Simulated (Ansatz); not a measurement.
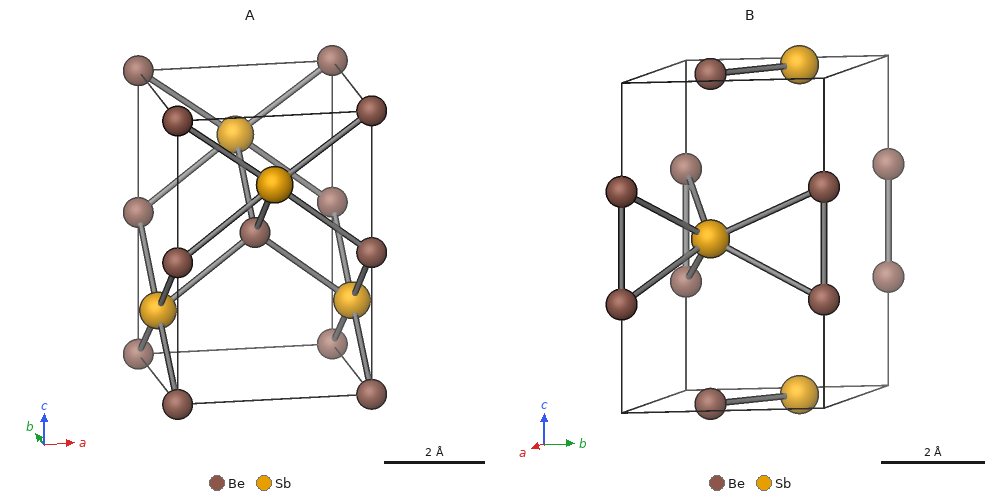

Two structures of Be3Sb2, each relaxed to rest (conventional cells in solid outline, small ones repeated, not to one scale). Method: DFT PBE, scalar-relativistic, plane waves, PAW in Ansatz 0.2.0, without spin polarisation.

> Characterise the two forms.

A: 5 atoms a cell on a primitive tetragonal lattice, P-4m2. B: 5 atoms a cell on a primitive hexagonal lattice, P-6m2.

> Which structure wins energetically, and by what margin?

A is lower, by 216 meV/atom at this level of theory (energies at zero smearing). Volumes: A 18.9, B 18.0 Å³/atom.

One or both may be structure types tried for this composition rather than known phases.
